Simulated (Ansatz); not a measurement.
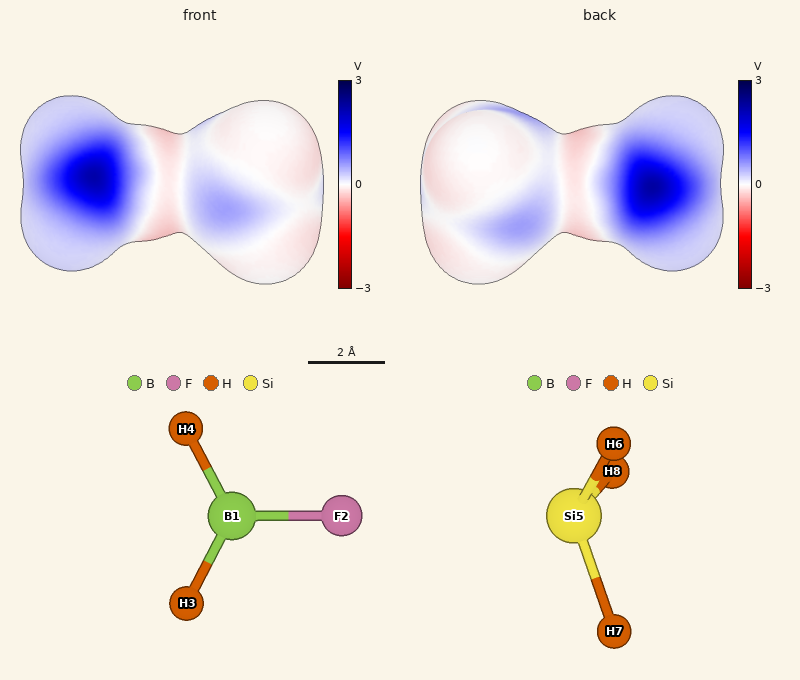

*BFH2···H3Si (doublet). The electrostatic potential painted on the density surface at 0.002 e/bohr³, seen from the front and from behind; the colour scale runs from red (negative) to blue (positive). The bare structure is drawn below in the same view.*

Theory: UKS B3LYP-D4/6-31G* (Ansatz).

```xyz
8

B    -0.0015    0.0096   -0.3091
F    -0.0053    0.0218    1.0158
H     1.0594   -0.0040   -0.8581
H    -1.0596   -0.0050   -0.8637
Si    0.0034   -0.0089    3.8178
H    -0.7621   -1.1919    4.3008
H     1.4111   -0.0708    4.3010
H    -0.6454    1.2492    4.2778
```

### Which sites attract a positive test charge, and which a negative one?

A positive charge is drawn to the negative regions and a negative charge to the positive ones. The most negative region (about −0.3 V, or −7 kcal/mol for a unit charge) lies over F2, the most positive (about +2.1 V, or +48 kcal/mol for a unit charge) over B1.
